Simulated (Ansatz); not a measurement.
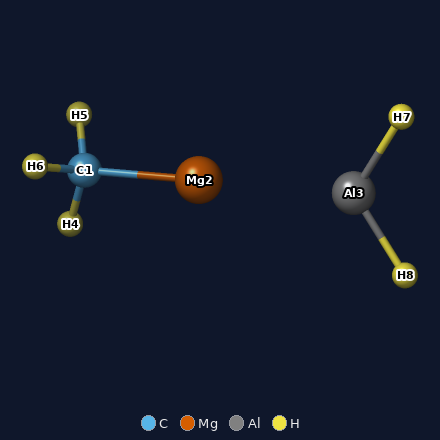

The system is CH5AlMg; the picture shows the grid point nearest to the relaxed geometry. 
- Two internal coordinates are moved rigidly from the geometry relaxed at PBE0-D4/def2-TZVP, all others fixed.
- The first coordinate is: bond Al3–H8; the second: bond C1–Mg2.
- Grid: 7 × 7 points.
- Energies: kcal/mol, counted from the lowest grid point.
- Method: RKS PBE-D4/def2-TZVPP (Ansatz).

Its coordinates:

```xyz
8

C    -1.1056    1.6888   -0.7195
Mg   -0.0602    0.0903   -0.0347
Al    1.3569   -2.0731    0.8842
H    -1.9684    1.3841   -1.3217
H    -0.4891    2.3391   -1.3497
H    -1.4893    2.3074    0.0991
H     2.8375   -1.9728    1.4911
H     0.8106   -3.5310    0.8706
```

Range: bond Al3–H8 from 1.315 to 2.325 Å; bond C1–Mg2 from 1.713 to 3.029 Å.

What will the energy surface look like?

The lowest grid point is at bond Al3–H8 = 1.557 Å, bond C1–Mg2 = 2.029 Å. The bottom of the well lies between grid points, at about bond Al3–H8 = 1.613 Å, bond C1–Mg2 = 2.102 Å, about 1.2 kcal/mol lower on the interpolated surface. It is the only kind of minimum in the scanned range. The highest grid point, bond Al3–H8 = 2.325 Å, bond C1–Mg2 = 3.029 Å, lies 60.7 kcal/mol above the lowest. Round the minimum the two coordinates are nearly uncoupled.

```tsv
bond C1–Mg2 ↓, bond Al3–H8 →	1.315	1.413	1.557	1.725	1.911	2.112	2.325
3.029	49.4	38.3	31.9	33.0	39.6	49.3	60.7
2.751	37.7	26.6	20.1	21.2	27.8	37.5	48.8
2.490	27.0	15.9	9.4	10.5	17.0	26.7	38.0
2.248	19.0	7.9	1.3	2.3	8.8	18.4	29.7
2.029	17.8	6.6	0.0	1.0	7.4	17.0	28.1
1.841	27.8	16.6	9.9	10.8	17.1	26.6	37.7
1.713	45.8	34.5	27.8	28.7	34.9	44.4	55.4
```

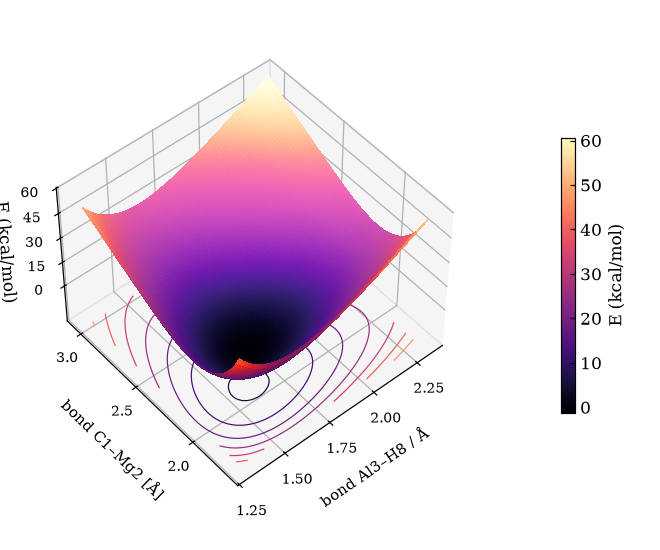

In the figure: a relief with its contours projected below, any walls above the top of the colour scale cut off. Between grid points the surface is interpolated.
